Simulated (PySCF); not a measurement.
# Cr³⁺: dipole response in def2-TZVPPD

Aim: the static polarisability and the C₆ coefficient of Cr³⁺, method by method.

The numbers are computed with PySCF 2.14.0 (unrestricted determinants in a Gaussian basis, no spin-orbit coupling in the energies), except any that are marked as measured or tabulated.

### 1 Starting point

- Element: chromium (Z = 24)
- Basis: def2-TZVPPD
- Hamiltonian: no relativity, point nucleus
- State 1: Cr³⁺: [Ar] 3d3, high-spin 4F determinant
- Methods: UHF, PBE, PBE0

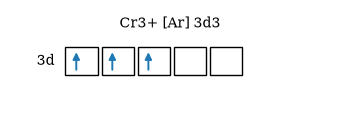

Outer shells as boxes.

One driver process ran all states and methods and kept the integrals in memory. Each run is shown as a PySCF script that sums up its settings (the driver passes frozen orbitals as a list and adds second-order terms of double hybrids); the logs are those of the runs themselves. The driver starts from symmetry-adapted Hartree-Fock orbitals, holds the occupation by maximum overlap and uses a logarithmic radial grid for functionals, so a plain start would take other cycles.

The integrals over 67 functions and the set-up took 0.32 s of CPU time.

### 2 Cr³⁺: the ladder of methods

UHF:

input.py reads:

```python
from pyscf import gto, scf, dft, mp, cc
import basis_set_exchange as bse
mol = gto.M(atom="Cr 0 0 0", charge=3, spin=3, symmetry="D2h",
            basis=gto.basis.parse(bse.get_basis("def2-TZVPPD", elements=["Cr"], fmt="nwchem")))
mf = scf.UHF(mol)
mf.irrep_nelec = {'Ag': (3, 3), 'B1g': (1, 0), 'B2g': (1, 0), 'B3g': (1, 0), 'B1u': (2, 2), 'B2u': (2, 2), 'B3u': (2, 2)}
mf.kernel()
```

What it wrote:

```text
damping factor = 0
level_shift factor = 0
DIIS = <class 'pyscf.scf.diis.CDIIS'>
diis_start_cycle = 1
diis_space = 10
diis_damp = 0
SCF conv_tol = 1e-09
SCF conv_tol_grad = None
number electrons alpha = 12  beta = 9
cycle= 1 E= -1041.46321182903  delta_E= -0.00785  |g|= 0.0331  |ddm|= 0.0394
cycle= 2 E= -1041.46339457657  delta_E= -0.000183  |g|= 0.00522  |ddm|= 0.00638
cycle= 3 E= -1041.46339952915  delta_E= -4.95e-06  |g|= 0.000187  |ddm|= 0.00139
cycle= 4 E= -1041.46339954309  delta_E= -1.39e-08  |g|= 6.47e-05  |ddm|= 0.000111
cycle= 5 E= -1041.46339954428  delta_E= -1.19e-09  |g|= 1.14e-05  |ddm|= 4.99e-05
cycle= 6 E= -1041.46339954434  delta_E= -6.03e-11  |g|= 8.54e-07  |ddm|= 1.16e-05
converged SCF energy = -1041.46339954434  <S^2> = 3.7524895  2S+1 = 4.0012445
```

CPU time 6.2 s on a shared host, the integrals not counted.

Orbital energies by shell (radii are means over both spins):

```tsv
shell	electrons	mean orbital energy (eV)	spread (eV)	rms radius (bohr)
1s α	1	-6038.6	0	0.0743
1s β	1	-6038.6	0	0.0743
2s α	1	-757.15	0	0.319
2s β	1	-754.86	0	0.319
2p α	3	-646.30	0	0.288
2p β	3	-644.01	0	0.288
3s α	1	-133.57	0	0.961
3s β	1	-126.70	0	0.961
3p α	3	-100.00	0	1.02
3p β	3	-91.633	0	1.02
3d α	3	-50.540	0	1.20
```

⟨S²⟩ = 3.752, ⟨L²⟩ = 12.03.

The driver then solved the coupled dipole response at imaginary frequencies: mean α = 1.878 bohr³, C₆ = 4.691 au for a like pair.

PBE:

input.py differs from the last one in:

```diff
@@ -4,3 +4,3 @@
             basis=gto.basis.parse(bse.get_basis("def2-TZVPPD", elements=["Cr"], fmt="nwchem")))
-mf = scf.UHF(mol)
+mf = dft.UKS(mol, xc="PBE")
 mf.irrep_nelec = {'Ag': (3, 3), 'B1g': (1, 0), 'B2g': (1, 0), 'B3g': (1, 0), 'B1u': (2, 2), 'B2u': (2, 2), 'B3u': (2, 2)}
```

What it wrote:

```text
damping factor = 0
level_shift factor = 0
DIIS = <class 'pyscf.scf.diis.CDIIS'>
diis_start_cycle = 1
diis_space = 10
diis_damp = 0
SCF conv_tol = 1e-09
SCF conv_tol_grad = None
number electrons alpha = 12  beta = 9
XC functionals = PBE
    J. P. Perdew, K. Burke, and M. Ernzerhof.,  Phys. Rev. Lett. 77, 3865 (1996)
    J. P. Perdew, K. Burke, and M. Ernzerhof.,  Phys. Rev. Lett. 78, 1396 (1997)
    J. P. Perdew, K. Burke, and M. Ernzerhof.,  Phys. Rev. Lett. 77, 3865 (1996)
    J. P. Perdew, K. Burke, and M. Ernzerhof.,  Phys. Rev. Lett. 78, 1396 (1997)
cycle= 1 E= -1042.13398678588  delta_E= -0.00482  |g|= 0.0141  |ddm|= 0.087
cycle= 2 E= -1042.13400368001  delta_E= -1.69e-05  |g|= 0.00857  |ddm|= 0.0122
cycle= 3 E= -1042.13401969797  delta_E= -1.6e-05  |g|= 0.000907  |ddm|= 0.00528
cycle= 4 E= -1042.13401988429  delta_E= -1.86e-07  |g|= 1.53e-05  |ddm|= 0.000525
cycle= 5 E= -1042.13401988435  delta_E= -6.71e-11  |g|= 5.37e-07  |ddm|= 1.08e-05
converged SCF energy = -1042.13401988435  <S^2> = 3.7504209  2S+1 = 4.0002105
```

It used 15 s of CPU time after the integrals (shared host).

The driver then solved the coupled dipole response at imaginary frequencies: mean α = 2.061 bohr³, C₆ = 5.127 au for a like pair.

PBE0:

input.py differs from the last one in:

```diff
@@ -4,3 +4,3 @@
             basis=gto.basis.parse(bse.get_basis("def2-TZVPPD", elements=["Cr"], fmt="nwchem")))
-mf = dft.UKS(mol, xc="PBE")
+mf = dft.UKS(mol, xc="PBE0")
 mf.irrep_nelec = {'Ag': (3, 3), 'B1g': (1, 0), 'B2g': (1, 0), 'B3g': (1, 0), 'B1u': (2, 2), 'B2u': (2, 2), 'B3u': (2, 2)}
```

What it wrote:

```text
damping factor = 0
level_shift factor = 0
DIIS = <class 'pyscf.scf.diis.CDIIS'>
diis_start_cycle = 1
diis_space = 10
diis_damp = 0
SCF conv_tol = 1e-09
SCF conv_tol_grad = None
number electrons alpha = 12  beta = 9
XC functionals = PBE0
    C. Adamo and V. Barone.,  J. Chem. Phys. 110, 6158 (1999)
    M. Ernzerhof and G. E. Scuseria.,  J. Chem. Phys. 110, 5029 (1999)
cycle= 1 E= -1042.19297635211  delta_E= -0.00379  |g|= 0.00889  |ddm|= 0.0619
cycle= 2 E= -1042.19299269635  delta_E= -1.63e-05  |g|= 0.000818  |ddm|= 0.00445
cycle= 3 E= -1042.19299287317  delta_E= -1.77e-07  |g|= 0.000227  |ddm|= 0.000517
cycle= 4 E= -1042.1929928833  delta_E= -1.01e-08  |g|= 5.27e-05  |ddm|= 0.000167
cycle= 5 E= -1042.19299288397  delta_E= -6.75e-10  |g|= 3.44e-06  |ddm|= 3.21e-05
converged SCF energy = -1042.19299288397  <S^2> = 3.7507446  2S+1 = 4.0003723
```

It used 19 s of CPU time after the integrals (shared host).

The driver then solved the coupled dipole response at imaginary frequencies: mean α = 1.996 bohr³, C₆ = 4.975 au for a like pair.

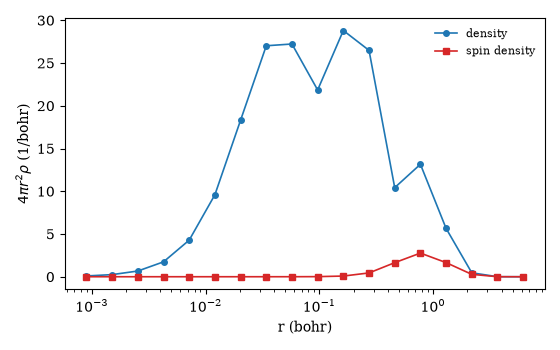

Radial density 4πr²ρ of Cr³⁺ at UHF, at 18 stored radii joined by straight lines.

### 3 Polarisabilities and C₆

Cr³⁺, in atomic units:

```tsv
method	mean α	C₆ (like pair)	S(−4)
UHF	1.878	4.691	1.034
PBE	2.061	5.127	1.627
PBE0	1.996	4.975	1.390
```

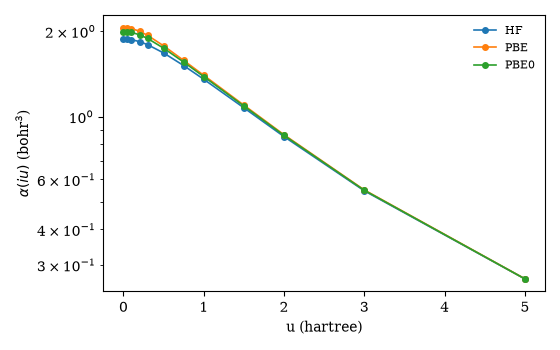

α(iu) of Cr³⁺, the polarisability at imaginary frequency, on a logarithmic scale.

### 4 Summary of results

| quantity | value |
| --- | --- |
| α of Cr³⁺ | 1.878 (UHF) to 2.061 (PBE) bohr³ |

In words: A single London oscillator with the computed α and C₆ of Cr³⁺ at UHF would have ω = 4 C₆ / (3 α²) = 1.77 hartree. The basis is finite, and no extrapolation was made.
